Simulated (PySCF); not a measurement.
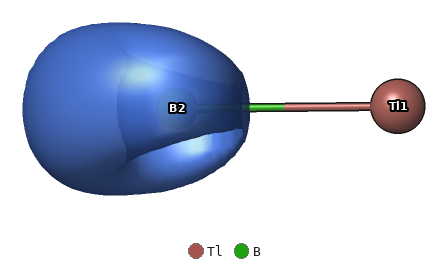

Figure 1: TlB (triplet). Isosurface of the electron localisation function at 0.9 (blue), seen from one side. Only the valence region is drawn (cores and ρ < 0.01 e/Å³ removed).

Core potentials replace the inner electrons of Tl.

These are results of PySCF, PBE0/def2-SVPD, non-relativistic Hamiltonian with scalar-relativistic core potentials where named, at a bond length of 2.489 Å, not measurements.

Question: Identify the bonds, lone pairs and shells in this picture.

Answer: The surface consists of one lobe on B, pointing away from the bonds (non-bonding electrons). Profiles from the grid: Tl–B (2.49 Å): the ELF peaks at about 0.90 in the valence shell of B, 0.8 Å from its nucleus, and drops to about 0.25 between the two atoms.
